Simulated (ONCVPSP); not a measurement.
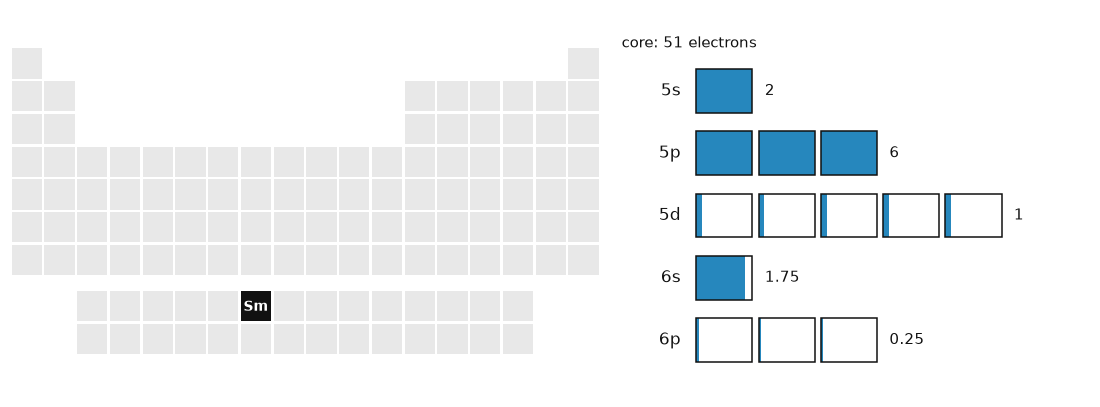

*Left, the place of samarium in the periodic table; right, the valence shells of the reference configuration: a box for each of the 2l + 1 orbitals, shaded by the share of the shell that is filled, with the electron count at the right.*

# Pseudopotential generation, with input and output: Sm

System: samarium (Sm, Z = 62), core [Kr] 4d10 4f5, reference valence 5s2 5p6 5d1 6s1.75 6p0.25, valence charge 11.
Method: ONCV potential, LDA (Perdew-Zunger), scalar-relativistic, made with ONCVPSP 4.0.1.

**The program's output (extracts)**
```
ONCVPSP  (Optimized Norm-Conservinng Vanderbilt PSeudopotential)
scalar-relativistic version 4.0.1

#   n    l    f        energy (Ha)
    1    0    2.00    -1.7140408E+03
    2    0    2.00    -2.8034917E+02
    2    1    6.00    -2.5021706E+02
    3    0    2.00    -6.1636379E+01
    3    1    6.00    -5.2217119E+01
    3    2   10.00    -3.9434036E+01
    4    0    2.00    -1.2443694E+01
    4    1    6.00    -9.3407920E+00
    4    2   10.00    -4.9851856E+00
    4    3    5.00    -3.1212054E-01
    5    0    2.00    -1.7332704E+00
    5    1    6.00    -9.7033522E-01
    5    2    1.00    -1.1588570E-01
    6    0    1.75    -1.5935127E-01
    6    1    0.25    -5.7361522E-02

Reference configufation results
  iterations    32
  all-electron total energy (Ha)   -1.04198642D+04

Begin loop to  construct optimized pseudo wave functions
and semi-local pseudopoentials for all angular momenta

Calculating optimized projector #   1

 for l=   0

    Fraction of norm inside rc  0.927609
    Optimizing pswf for qcut=   6.21 a_B^-1,  ecut=  19.26 Ha
    Residual kinetic energy error=  7.78D-07 Ha

    Energy error per electron        Cutoff
         Ha          eV             Ha
         0.01000     0.27211        9.86
         0.00100     0.02721       12.93
         0.00010     0.00272       15.44
         0.00001     0.00027       17.17

Calculating optimized projector #   2

 for l=   0

    Fraction of norm inside rc  0.054296
    Optimizing pswf for qcut=   6.21 a_B^-1,  ecut=  19.26 Ha
    Residual kinetic energy error=  8.47D-07 Ha

    Energy error per electron        Cutoff
         Ha          eV             Ha
         0.01000     0.27211        7.49
         0.00100     0.02721       11.67
         0.00010     0.00272       14.75
         0.00001     0.00027       17.02

Calculating optimized projector #   1

 for l=   1

    Fraction of norm inside rc  0.855831
    Optimizing pswf for qcut=   5.20 a_B^-1,  ecut=  13.50 Ha
    Residual kinetic energy error=  5.40D-06 Ha

    Energy error per electron        Cutoff
         Ha          eV             Ha
         0.01000     0.27211        4.83
         0.00100     0.02721        6.23
         0.00010     0.00272        7.96
         0.00001     0.00027       12.52

Calculating optimized projector #   2

 for l=   1

    Fraction of norm inside rc  0.028975
    Optimizing pswf for qcut=   5.20 a_B^-1,  ecut=  13.50 Ha
    Residual kinetic energy error=  2.00D-06 Ha

    Energy error per electron        Cutoff
         Ha          eV             Ha
         0.01000     0.27211        3.23
         0.00100     0.02721        4.93
         0.00010     0.00272        6.63
         0.00001     0.00027       11.42

   Wellstate for l =  2  n =  8
     eigenvalue =   3.3841
     asymptotic potential =   3.8841
     half-point radius =  4.4097

Calculating optimized projector #   1

 for l=   2

    Fraction of norm inside rc  0.552987
    Optimizing pswf for qcut=   4.19 a_B^-1,  ecut=   8.79 Ha
    Residual kinetic energy error=  3.30D-05 Ha

    Energy error per electron        Cutoff
         Ha          eV             Ha
         0.01000     0.27211        5.02
         0.00100     0.02721        6.70
         0.00010     0.00272        8.33
         0.00001     0.00027       15.31

Calculating optimized projector #   2

 for l=   2

    Fraction of norm inside rc  0.200992
    Optimizing pswf for qcut=   4.19 a_B^-1,  ecut=   8.79 Ha
    Residual kinetic energy error=  1.98D-03 Ha

    Energy error per electron        Cutoff
         Ha          eV             Ha
         0.01000     0.27211        7.66
         0.00100     0.02721       10.10
         0.00010     0.00272       24.58
         0.00001     0.00027       36.33

Construct Vanderbilt / Kleinmman-Bylander projectors

B matrix Hermiticity error, ll=   0
   1   2    1.2889E-04

  Orthonormal projector coefficients  7.1456E+00  7.9959E-01

B matrix Hermiticity error, ll=   1
   1   2    4.4645E-05

  Orthonormal projector coefficients  3.2684E+00  5.2869E-01

B matrix Hermiticity error, ll=   2
   1   2    1.3459E-04

  Orthonormal projector coefficients  1.2969E+01  1.1812E+00

Pseudoatom total energy  -35.611589

Diagnostic tests using Vanderbilt-Kleinman-Bylander pseudopotentials
  1 or more projectors used as specified by nproj input data

   l    rcore       rmatch      e in        delta e   norm test  slope test

   0   2.1055624   2.1694918  -1.7332704   0.0000008   1.0001238   1.0001209
   0   2.1055624   2.1694918  -0.1593513   0.0000020   1.0000310   1.0000257

   1   2.2087775   2.2758407  -0.9703352   0.0000130   1.0001053   1.0001244
   1   2.2087775   2.2758407  -0.0573615   0.0000010   1.0000316   1.0000284

   2   2.7069691   2.7891586  -0.1158857  -0.0000096   1.0000126   0.9999176
   2   2.7069691   2.7891586   3.3841143  -0.0000256   1.0001640   1.0001640

 Testing for bound ghosts
   n   l    E NL Schr. Eq   E Basis Diag.   E Cutoff

   1   0       -1.733270       -1.733269     42.89
   2   0       -0.159349       -0.122390     42.89

   2   1       -0.970322       -0.970329     45.80
   3   1       -0.057361        0.021594     45.80

   3   2       -0.115895       -0.114107     25.07

 Testing for highly-localized positive-energy ghosts
       l    <radius>/rc     E Basis Diag.   E Cutoff

       0        0.875120        5.783018     42.89  WARNING - GHOST(+)

       2        0.825834       15.424286     25.07  WARNING - GHOST(+)

       2        0.735975       24.566331     25.07  WARNING - GHOST(+)

Test configuration 0

   n   l     f        eae           eps        diff
   1   0  2.0000-1714.04076235
   2   0  2.0000 -280.34917396
   2   1  6.0000 -250.21706387
   3   0  2.0000  -61.63637879
   3   1  6.0000  -52.21711947
   3   2 10.0000  -39.43403591
   4   0  2.0000  -12.44369372
   4   1  6.0000   -9.34079204
   4   2 10.0000   -4.98518564
   4   3  5.0000   -0.31212054
   5   0  2.0000   -1.73327035   -1.73326956    7.95D-07
   5   1  6.0000   -0.97033522   -0.97032225    1.30D-05
   5   2  1.0000   -0.11588570   -0.11589532   -9.62D-06
   6   0  1.7500   -0.15935127   -0.15934931    1.96D-06
   6   1  0.2500   -0.05736152   -0.05736052    1.00D-06

    Total energies and differences
      AE_ref= -1.04198642D+04  AE_tst= -1.04198642D+04  dif=  0.00D+00
      PS_ref= -3.56115890D+01  PS_tst= -3.56115890D+01  dif=  7.11D-14
      PSP excitation error= -7.11D-14

Test configuration 1

   n   l     f        eae           eps        diff
   1   0  2.0000-1714.02877612
   2   0  2.0000 -280.33728491
   2   1  6.0000 -250.20517710
   3   0  2.0000  -61.62450992
   3   1  6.0000  -52.20525130
   3   2 10.0000  -39.42216783
   4   0  2.0000  -12.43179457
   4   1  6.0000   -9.32888884
   4   2 10.0000   -4.97327953
   4   3  5.0000   -0.30024411
   5   0  2.0000   -1.72133997   -1.72113288    2.07D-04
   5   1  6.0000   -0.95854713   -0.95838121    1.66D-04
   5   2  1.0000   -0.10626495   -0.10624495    2.00D-05
   6   0  2.0000   -0.15222815   -0.15223071   -2.56D-06

    Total energies and differences
      AE_ref= -1.04198642D+04  AE_tst= -1.04198896D+04  dif= -2.53D-02
      PS_ref= -3.56115890D+01  PS_tst= -3.56369299D+01  dif= -2.53D-02
      PSP excitation error=  4.80D-06

Test configuration 2

   n   l     f        eae           eps        diff
   1   0  2.0000-1714.26149026
   2   0  2.0000 -280.56893429
   2   1  6.0000 -250.43689596
   3   0  2.0000  -61.85581169
   3   1  6.0000  -52.43656065
   3   2 10.0000  -39.65347007
   4   0  2.0000  -12.66317122
   4   1  6.0000   -9.56028925
   4   2 10.0000   -5.20468156
   4   3  5.0000   -0.53137804
   5   0  2.0000   -1.95256465   -1.95383636   -1.27D-03
   5   1  6.0000   -1.18902128   -1.18997531   -9.54D-04
   5   2  1.0000   -0.32106402   -0.32129186   -2.28D-04
   6   0  1.0000   -0.34141693   -0.34134186    7.51D-05

    Total energies and differences
      AE_ref= -1.04198642D+04  AE_tst= -1.04196447D+04  dif=  2.19D-01
      PS_ref= -3.56115890D+01  PS_tst= -3.53920640D+01  dif=  2.20D-01
      PSP excitation error= -2.65D-05

Test configuration 3

   n   l     f        eae           eps        diff
   1   0  2.0000-1714.53245582
   2   0  2.0000 -280.83826394
   2   1  6.0000 -250.70633949
   3   0  2.0000  -62.12432806
   3   1  6.0000  -52.70509226
   3   2 10.0000  -39.92203233
   4   0  2.0000  -12.93175779
   4   1  6.0000   -9.82892336
   4   2 10.0000   -5.47333600
   4   3  5.0000   -0.79938697
   5   0  2.0000   -2.22043967   -2.22426187   -3.82D-03
   5   1  6.0000   -1.45487582   -1.45775172   -2.88D-03
   5   2  1.0000   -0.56422736   -0.56480800   -5.81D-04

    Total energies and differences
      AE_ref= -1.04198642D+04  AE_tst= -1.04192022D+04  dif=  6.62D-01
      PS_ref= -3.56115890D+01  PS_tst= -3.49496450D+01  dif=  6.62D-01
      PSP excitation error=  1.10D-04

Test configuration 4

   n   l     f        eae           eps        diff
   1   0  2.0000-1714.13961630
   2   0  2.0000 -280.44765627
   2   1  6.0000 -250.31557792
   3   0  2.0000  -61.73476638
   3   1  6.0000  -52.31551058
   3   2 10.0000  -39.53241835
   4   0  2.0000  -12.54208959
   4   1  6.0000   -9.43919274
   4   2 10.0000   -5.08358170
   4   3  5.0000   -0.41045751
   5   0  2.0000   -1.83162692   -1.83202362   -3.97D-04
   5   1  6.0000   -1.06860296   -1.06889337   -2.90D-04
   5   2  1.0000   -0.20927883   -0.20935505   -7.62D-05
   6   0  1.5000   -0.24392989   -0.24390356    2.63D-05

    Total energies and differences
      AE_ref= -1.04198642D+04  AE_tst= -1.04197908D+04  dif=  7.34D-02
      PS_ref= -3.56115890D+01  PS_tst= -3.55381746D+01  dif=  7.34D-02
      PSP excitation error= -1.51D-05
```

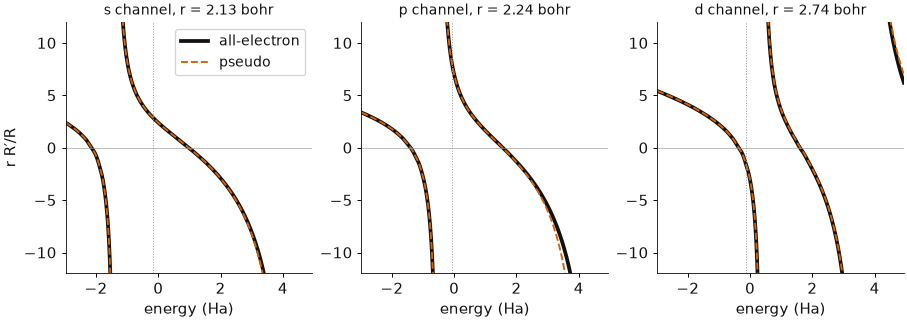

*Logarithmic derivatives r R′/R at the test radius against energy, all-electron atom (solid) and pseudo-atom (dashed). Here R(r) is the radial function. The dotted line marks the reference energy of the channel. Not drawn: f: not judged.*

- Ghost states: the plot shows none: pseudo and all-electron curves have the same branches in all channels drawn. The separate test gives: no bound ghost flagged; GHOST(+) flagged for s at 157.4 eV (flags above 300 eV left out).
- Zeros of the logarithmic derivative: s: all-electron -2.1 and 1.0 Ha, pseudo -2.1 and 1.0 Ha; p: all-electron -1.4 and 1.6 Ha, pseudo -1.4 and 1.6 Ha; d: all-electron -0.4 and 1.6 Ha, pseudo -0.4 and 1.6 Ha.

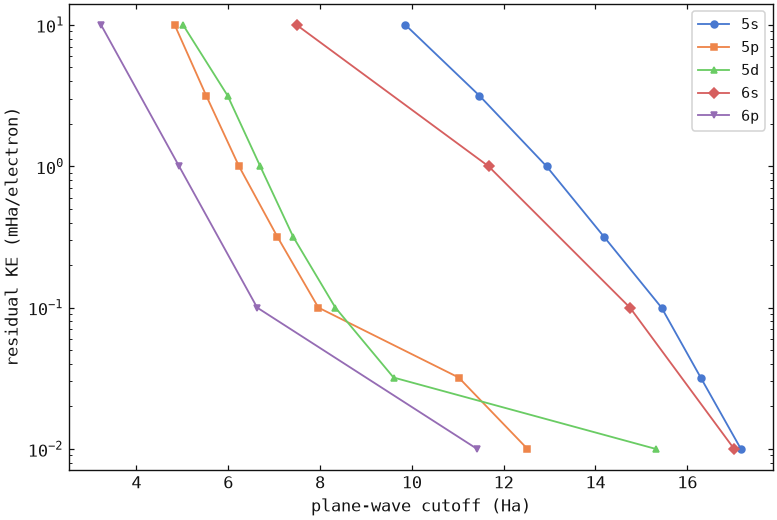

*Residual kinetic energy of the pseudo-waves (the first of each channel, and further valence shells) beyond the plane-wave cutoff, as the generator prints it.*

- Cutoffs for the occupied states: 13 Ha for 1 mHa and 15 Ha for 0.1 mHa per electron. The first is set by 5s.
- Cutoffs for 1 mHa per electron: 5s: 13 Ha; 6s: 12 Ha; 5d: 6.7 Ha; 5p: 6.2 Ha; 6p: 4.9 Ha.

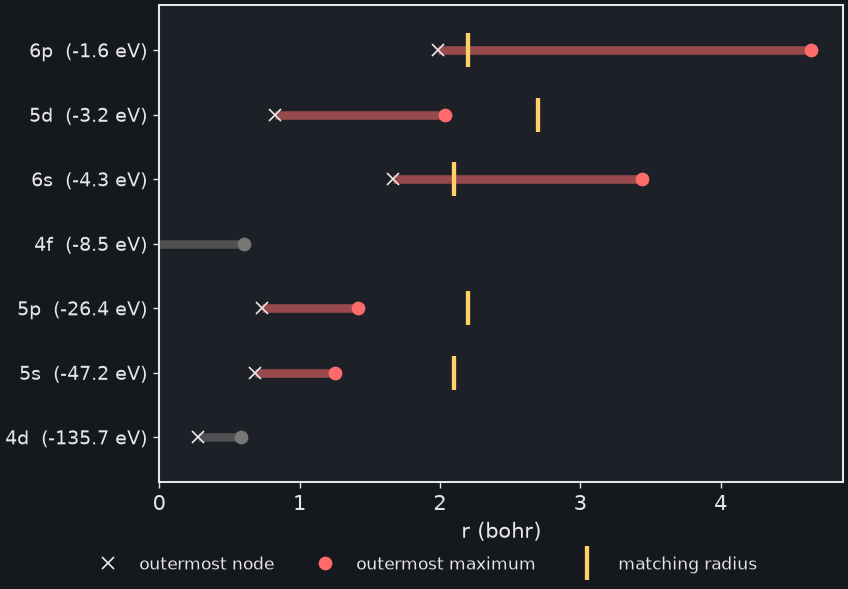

*Outer shells of the all-electron reference atom: each bar runs from the outermost node (or the nucleus) to the outermost maximum of u(r); the tick is the radius chosen for the pseudo-wave. Shells without a tick have no pseudo-wave of their own. Levels, nodes and maxima are from ld1.x, scalar-relativistic.*

- Radii against the shells: 5s: 2.10 bohr, outside the maximum; 5p: 2.20 bohr, outside the maximum; 6s: 2.10 bohr, between node and maximum; 5d: 2.70 bohr, outside the maximum; 6p: 2.20 bohr, between node and maximum.

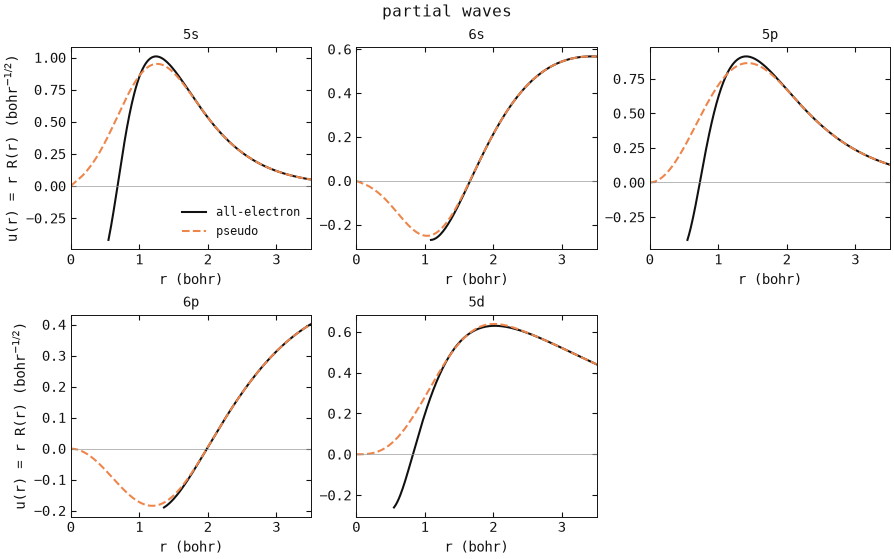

*Pseudo-waves (dashed) against the all-electron radial functions (solid). The innermost oscillations of some all-electron curves aren't drawn. Reference configuration 5s2 5p6 5d1 6s1.75 6p0.25.*

- Matching radii: 5s at 2.10 bohr; 6s at 2.10 bohr; 5p at 2.20 bohr; 6p at 2.20 bohr; 5d at 2.70 bohr. The curves merge smoothly, so the plot gives these only roughly.
- Nodes of the pseudo-waves: 5s has no node; 6s has a node at about 1.7 bohr; 5p has no node; 6p has a node at about 2.0 bohr; 5d has no node. A node in 6s and 6p is expected, since a lower shell of the same l is also in the valence and the two must stay orthogonal.
- Cutoffs needed: 13 Ha (loose) and 15 Ha (tight), as the cutoffs at which the residual kinetic energy of the hardest occupied pseudo-wave falls to 1 and 0.1 mHa per electron.

**Input file**
```
# ATOM AND REFERENCE CONFIGURATION
# atsym  z   nc   nv     iexc    psfile
  Sm 62.00   10    5        3      upf
#
#   n    l    f
    1    0    2.00
    2    0    2.00
    2    1    6.00
    3    0    2.00
    3    1    6.00
    3    2   10.00
    4    0    2.00
    4    1    6.00
    4    2   10.00
    4    3    5.00
    5    0    2.00
    5    1    6.00
    5    2    1.00
    6    0    1.75
    6    1    0.25
#
# PSEUDOPOTENTIAL AND OPTIMIZATION
# lmax
    2
#
#   l,   rc,      ep,       ncon, nbas, qcut
    0    2.10    0.00    4    7    6.20
    1    2.20    0.00    3    7    5.20
    2    2.70    0.00    3    6    4.20
#
# LOCAL POTENTIAL
# lloc, lpopt,  rc(5),   dvloc0
    4    5    1.80    0.00
#
# VANDERBILT-KLEINMAN-BYLANDER PROJECTORs
# l, nproj, debl
    0    2    2.20
    1    2    2.40
    2    2    3.50
#
# MODEL CORE CHARGE
# icmod, fcfact, rcfact
    0    0.00    0.00
#
# LOG DERIVATIVE ANALYSIS
# epsh1, epsh2, depsh
   -3.00    5.00    0.02
#
# OUTPUT GRID
# rlmax, drl
    6.00    0.01
#
# TEST CONFIGURATIONS
# ncnf
    4
# nvcnf
#   n    l    f
    5
    5    0    2.00
    5    1    6.00
    5    2    1.00
    6    0    2.00
    6    1    0.00
#
    5
    5    0    2.00
    5    1    6.00
    5    2    1.00
    6    0    1.00
    6    1    0.00
#
    5
    5    0    2.00
    5    1    6.00
    5    2    1.00
    6    0    0.00
    6    1    0.00
#
    5
    5    0    2.00
    5    1    6.00
    5    2    1.00
    6    0    1.50
    6    1    0.00
#
```

Command:
```bash
oncvpsp.x < Sm.dat > Sm.out
```

**Results in brief**

- outcome: generated
- cutoffs needed: 13 Ha and 15 Ha (the cutoffs at which the residual kinetic energy of the hardest occupied pseudo-wave falls to 1 and 0.1 mHa per electron)
- ghost test: no bound ghost flagged; GHOST(+) flagged for s at 157.4 eV (flags above 300 eV left out)
- largest excitation error: +3.0 meV (all-electron minus pseudo) for 5s2 5p6 5d1 6s0 6p0, out of 4 test configurations
- range over which the phases arctan(r R′/R) at the test radius agree within 0.05 rad (a looser test near the poles than one of phase shifts): s: over the whole range computed; p: up to about 4.8 Ha; d: up to about 1.5 Ha; f: not judged, local potential alone
- hardware: 1 CPU thread, shared host
- wall time: 5 s

**Remarks**

The open f shell is frozen into the core, so the potential fits one valence alone and carries no f magnetism.
